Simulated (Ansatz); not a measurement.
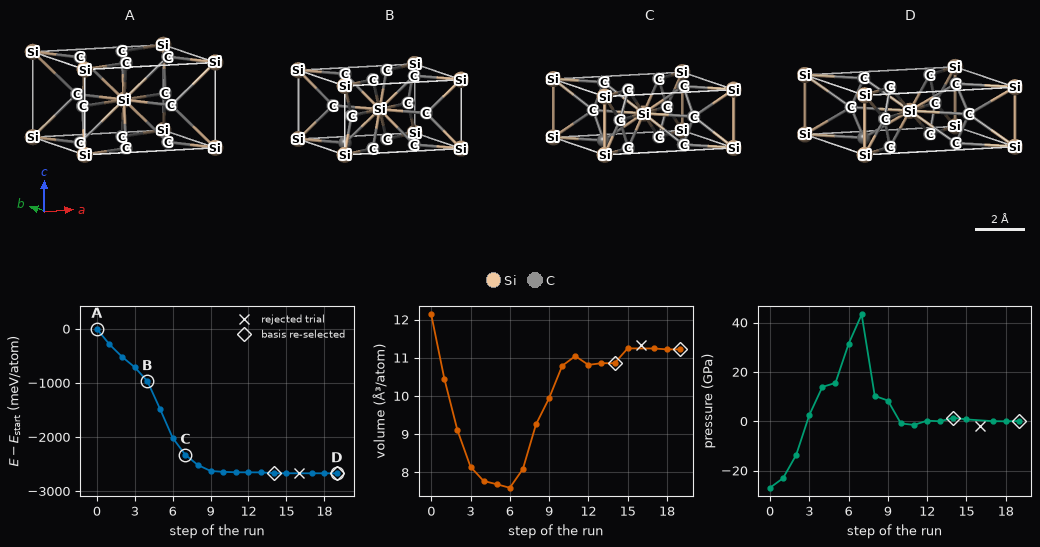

Frames of a relaxation of solid SiC$_{4}$ (a generated structure, set up in I4/m) (coarse preliminary run), marked on the history of the run. Style: ball-and-stick. Shown: the conventional cell (2 times the calculation's cell), slightly off an axis. Lengths and directions refer to the drawn axes.

These are results of DFT PBE, scalar-relativistic, plane waves, PAW in Ansatz, not measurements.

Input
```yaml
crystal:
  lattice:
    - [-2.91433059, 2.91433059, 1.78598839]
    - [2.91433059, -2.91433059, 1.78598839]
    - [2.91433059, 2.91433059, -1.78598839]
  atoms:
    - { symbol: Si, position: [0.0, 0.0, 0.0] }
    - { symbol: C, position: [0.60154496, 0.79538827, 0.39693323] }
    - { symbol: C, position: [0.79538827, 0.39845504, 0.19384331] }
    - { symbol: C, position: [0.20461173, 0.60154496, 0.80615669] }
    - { symbol: C, position: [0.39845504, 0.20461173, 0.60306677] }
basis:
  ecutwfc: 420
kpoints:
  mp_grid: { grid: [6, 6, 6] }
hamiltonian:
  xc: pbe
scf:
  occupations: { method: gaussian, width: 0.1 }
  lower_state_search: "off"
output:
  forces: true
  stress: true
  eigenvalues: true
relax:
  adjacent_minimum: "off"
  f_tol: 0.04
  max_steps: 70
  cell: { stress_tol: 0.4 }
```

Launched with:
```bash
ansatz run input.yaml --threads 1 --pin off --max-ram 2560MiB --backend cpu --events-out ev --progress --plain --runs-dir out
```

> Describe the path.

The largest moves relative to the cell, 0.94 Å, are those of C2, C3, C4 and C5. C3 goes along [−3 2 0]. Si stays in place. The drawn cell changes as follows: a = b 5.829 → 6.711 Å (+15.1 %), c 3.572 → 2.492 Å (−30.2 %); the volume changes by −7.5 %. Among the contacts that change: C2–C5 2.543 → 1.375 Å, Si1–Si1 3.572 → 2.492 Å, Si1–C2 2.550 → 2.426 Å, Si1–C2 (another image) 2.611 → 2.664 Å. New bonds form, among them: C2–C5 (2.54 → 1.38 Å), C3–C4 (2.54 → 1.38 Å). The space group (tolerance 0.01 Å) goes from I4/m (No. 87) to I4/mmm (No. 139). Over 16 accepted moves (19 points after the start) the energy falls by 2670 meV per atom. The largest force component goes from 0.55 to 0.0043 eV/Å. The pressure goes from −26.95 to 0.11 GPa. The line search rejected the trial step at point 16 of the run. The SCF was repeated twice at an unchanged geometry on a basis and grid sized afresh for the cell, which shifted the energy by 15.3 meV per atom at most. From step 0 to 4: C atoms move most (0.40 Å), volume −35.9 %, energy −967 meV per atom. From step 4 to 7: C atoms move most (0.33 Å), volume +4.0 %, energy −1361 meV per atom. From step 7 to 19: C atoms move most (0.09 Å), volume +38.7 %, energy −342 meV per atom.

```
step  E − E(0), meV/atom  largest force component, eV/Å  pressure, GPa  volume, Å³/atom                      note
   0                0.00                         0.5482         -26.95           12.135                          
   1             -287.34                         0.7584         -23.05           10.453                          
   2             -517.09                         1.0049         -13.65            9.105                          
   3             -709.20                         1.1459           2.49            8.147                          
   4             -967.35                         2.2194          13.91            7.776                          
   5            -1479.39                         3.8180          15.54            7.691                          
   6            -2013.30                         2.6962          31.31            7.597                          
   7            -2328.30                         1.0734          43.30            8.089                          
   8            -2516.99                         0.5094          10.30            9.257                          
   9            -2625.99                         0.5007           8.40            9.943                          
  10            -2642.77                         0.4914          -0.88           10.790                          
  11            -2650.57                         0.1832          -1.48           11.046                          
  12            -2652.04                         0.1224           0.24           10.815                          
  13            -2652.65                         0.0065           0.00           10.859                          
  14            -2667.95                         0.0167           1.40           10.859  same geometry, new basis
  15            -2668.59                         0.1651           0.75           11.246                          
  16            -2668.03                         0.1919          -2.11           11.328                  rejected
  17            -2669.29                         0.0428           0.05           11.244                          
  18            -2669.39                         0.0034          -0.02           11.221                          
  19            -2670.46                         0.0043           0.11           11.221  same geometry, new basis
```

Limits of the set-up: layers or molecules are held without a dispersion correction, so their spacing is unreliable.
